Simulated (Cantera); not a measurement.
Feed: 1 mol SiCl₄, 0.83 mol HCl, 9.9 mol H₂, held at 1.00 bar.

Method: chemical equilibrium by Gibbs-energy minimisation in Cantera with the NASA 1993 tables (ideal gas, pure condensed phases). Candidate condensed phases: Si; 19 gas species. The tables' values for SiCl₃ are old estimates; treat these amounts as uncertain. The numbers say what is thermodynamically allowed, not how fast it happens.

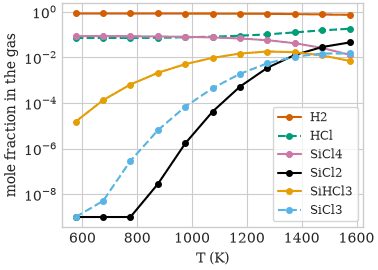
Equilibrium gas composition (values under 1e-9 drawn at 1e-9)

From 575 K to 1575 K nothing is condensed. The main Si-bearing gas is SiCl₄ at 575 K and SiCl₂ at 1575 K.
